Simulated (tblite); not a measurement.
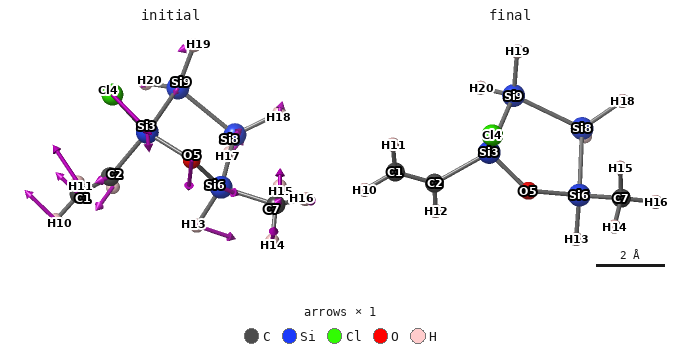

The structure of C3H11ClOSi4 before (left) and after (right) a relaxation, at one scale. The purple arrows give the displacements, at their true length.

Style: ball-and-stick. Shown at a tilt.

Method: tblite 0.8.0, GFN2-xTB geometry optimisation, gas phase. 

> What changed between the two?

The largest move after the best rigid fit is that of Cl4, 1.74 Å. By element the largest moves are Cl 1.74 Å, O 1.39 Å, H 1.38 Å, C 0.96 Å, Si 0.74 Å. Among the contacts that change: Si3–Si6 2.777 → 3.079 Å, Si8–Si9 2.244 → 2.350 Å, Si3–Si9 2.243 → 2.327 Å, Si6–Si8 2.248 → 2.331 Å. Bond angles that change, for instance: Si3–O5–Si6 108.6° → 139.1°, O5–Si6–H13 113.3° → 101.1°, H17–Si8–H18 113.3° → 103.4°. Groups turn about Si3–O5 by about 75°, C2–Si3 by about 65°, O5–Si6 by about 65°. The energy falls by 1.158 eV in 186 geometry steps.
